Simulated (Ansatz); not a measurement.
# What a change does: single-point calculation on C₂H₅NO₂

System: C₂H₅NO₂.
Method of the first run: RKS r2SCAN-D4/def2-TZVPP (Ansatz 0.2.0).

The geometry comes from this level: PBE0-D4/def2-TZVP. Text and figures count atoms from 1; the logs count them from 0 in places.

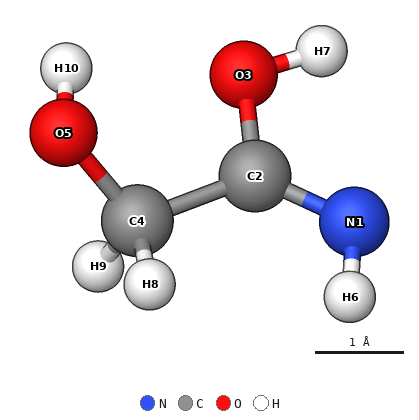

The structure as given in the input (ball-and-stick view, seen at a tilt; atoms are numbered from 1 in the order of the input).

## Input file, the first run
```yaml
crystal:
  periodic: [false, false, false]
  atoms:
    - {symbol: N, position_ang: [-0.623286, 0.021602, 1.673597]}
    - {symbol: C, position_ang: [0.028698, 0.114053, 0.599135]}
    - {symbol: O, position_ang: [1.179517, 0.811635, 0.564594]}
    - {symbol: C, position_ang: [-0.255445, -0.511302, -0.741535]}
    - {symbol: O, position_ang: [0.018172, 0.338094, -1.822361]}
    - {symbol: H, position_ang: [-1.474894, -0.515905, 1.547101]}
    - {symbol: H, position_ang: [1.308076, 1.179423, 1.449485]}
    - {symbol: H, position_ang: [-1.311153, -0.779736, -0.794439]}
    - {symbol: H, position_ang: [0.330487, -1.441955, -0.799956]}
    - {symbol: H, position_ang: [0.882928, 0.732893, -1.672621]}
basis:
  gaussian: {orbitals: def2-TZVPP}
hamiltonian: {xc: r2scan, dispersion: d4}
output: {forces: true, orbitals: {seedname: orbitals}}
```

Launched with:
```bash
ansatz run in.yaml --threads 4 --pin off --events-out ev --progress --plain --max-ram 10444MiB
```

Hardware: 4 threads of Arm Neoverse V1, 23 GiB of memory available, shared host.

## Output (the first run)
```
Functional definition: r2SCAN
  parameter k0 = 0.174
  parameter k1 = 0.065
  parameter a1 = 4.9479
  exchange = r2scan_x(k0 = k0, k1 = k1, a1 = a1)
  correlation = r2scan_c
1112 factors; their error is unknown
mean field evaluation 1: about -7727.7896 eV, gradient 7.7e1 eV
mean field evaluation 2: about -7714.1441 eV, gradient 1.1e2 eV
mean field evaluation 4: about -7738.2997 eV, gradient 8.7e0 eV
mean field evaluation 8: about -7738.4464 eV, gradient 2.4e-1 eV
mean field evaluation 16: about -7738.4216 eV, gradient 1.2e-2 eV
mean field -7738.42163669 eV, -284.3817498578 hartree, gradient 3.9e-5 eV, S^2 0.000000; 0 other end points of the search recorded, 0 dependent functions left out
the calculation of the forces begins
reference -7738.42164648 eV, -284.3817502176 hartree; 20, 20 occupied and 205, 205 virtual orbitals, 1112 factors
Total energy: -7738.46200876 eV, -284.3832335041 hartree
Atom 0 at    -0.623286     0.021602     1.673597 Å, force    -0.139410     0.011974     0.358501 eV/Å
Atom 1 at     0.028698     0.114053     0.599135 Å, force    -0.134139    -0.139959    -0.176113 eV/Å
Atom 2 at     1.179517     0.811635     0.564594 Å, force     0.277637     0.149752    -0.098416 eV/Å
Atom 3 at    -0.255445    -0.511302    -0.741535 Å, force    -0.054780    -0.187552     0.167631 eV/Å
Atom 4 at     0.018172     0.338094    -1.822361 Å, force     0.028177     0.199897    -0.294231 eV/Å
Atom 5 at    -1.474894    -0.515905     1.547101 Å, force    -0.026976    -0.020728    -0.020744 eV/Å
Atom 6 at     1.308076     1.179423     1.449485 Å, force    -0.001412     0.015976     0.054650 eV/Å
Atom 7 at    -1.311153    -0.779736    -0.794439 Å, force     0.008522     0.004297    -0.002386 eV/Å
Atom 8 at     0.330487    -1.441955    -0.799956 Å, force     0.013195    -0.035699    -0.000273 eV/Å
Atom 9 at     0.882928     0.732893    -1.672621 Å, force     0.029188     0.002041     0.011382 eV/Å
Dipole moment:     0.133347    -0.129162     0.030682 e Å
```

For the second run the input was changed thus:
```diff
-hamiltonian: {xc: r2scan, dispersion: d4}
+hamiltonian: {xc: pbe, dispersion: d4}
```

What does this change do to the results?

The total energies belong to different models, so their difference says nothing on which is more stable or more accurate. The largest force goes from 0.385 to 0.866 eV/Å. The HOMO goes from −6.48 to −6.15 eV. The LUMO goes from −0.56 to −0.82 eV.

## Output (the second run)
```
Functional definition: PBE
  parameter kappa = 0.804
  parameter beta = 0.06672455060314922
  exchange = pbe_x(kappa = kappa, mu = beta*pi^2/3)
  correlation = pbe_c(beta = beta)
1112 factors; their error is unknown
mean field evaluation 1: about -7720.9021 eV, gradient 8.4e1 eV
mean field evaluation 2: about -7691.7449 eV, gradient 1.4e2 eV
mean field evaluation 4: about -7733.2913 eV, gradient 1.6e1 eV
mean field evaluation 8: about -7733.7842 eV, gradient 3.1e-1 eV
mean field evaluation 16: about -7733.7609 eV, gradient 1.2e-2 eV
mean field -7733.76090851 eV, -284.2104712565 hartree, gradient 2.5e-5 eV, S^2 0.000000; 0 other end points of the search recorded, 0 dependent functions left out
the calculation of the forces begins
reference -7733.76094386 eV, -284.2104725553 hartree; 20, 20 occupied and 205, 205 virtual orbitals, 1112 factors
Total energy: -7733.92246707 eV, -284.2164084238 hartree
Atom 0 at    -0.623286     0.021602     1.673597 Å, force    -0.207893     0.105849     0.833804 eV/Å
Atom 1 at     0.028698     0.114053     0.599135 Å, force    -0.040125    -0.184307    -0.438956 eV/Å
Atom 2 at     1.179517     0.811635     0.564594 Å, force     0.530018     0.173244    -0.474667 eV/Å
Atom 3 at    -0.255445    -0.511302    -0.741535 Å, force     0.007683    -0.114118     0.185148 eV/Å
Atom 4 at     0.018172     0.338094    -1.822361 Å, force    -0.326430     0.157332    -0.591980 eV/Å
Atom 5 at    -1.474894    -0.515905     1.547101 Å, force    -0.313699    -0.185283    -0.011521 eV/Å
Atom 6 at     1.308076     1.179423     1.449485 Å, force     0.057450     0.182664     0.443187 eV/Å
Atom 7 at    -1.311153    -0.779736    -0.794439 Å, force    -0.232090    -0.067744    -0.011394 eV/Å
Atom 8 at     0.330487    -1.441955    -0.799956 Å, force     0.117470    -0.254026    -0.005413 eV/Å
Atom 9 at     0.882928     0.732893    -1.672621 Å, force     0.407617     0.186388     0.071792 eV/Å
Dipole moment:     0.130521    -0.121805     0.035056 e Å
```

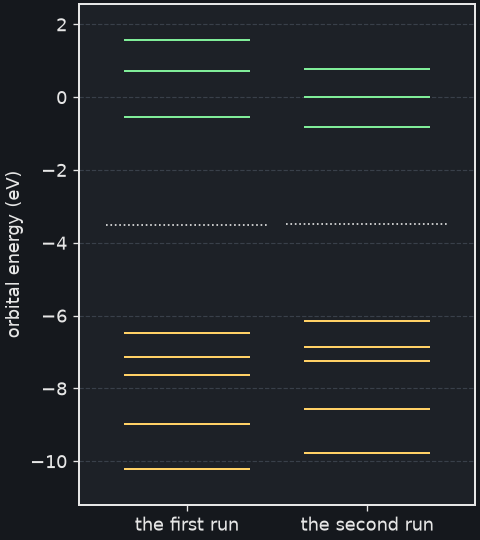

The five highest filled and three lowest empty orbital energies of the two runs; the dotted lines part filled from empty levels. The HOMO–LUMO gap is 5.93 eV in the first run and 5.33 eV in the second run.

## The two runs side by side

```csv
quantity,the first run,the second run
outcome,converged,converged
total energy (hartree),−284.383234,−284.216408
HOMO (eV),−6.48,−6.15
LUMO (eV),−0.56,−0.82
dipole moment (D),0.90,0.87
largest force (eV/Å),0.385,0.866
basis functions,225,225
wall time (shared host),3.6 s,1.9 s
```
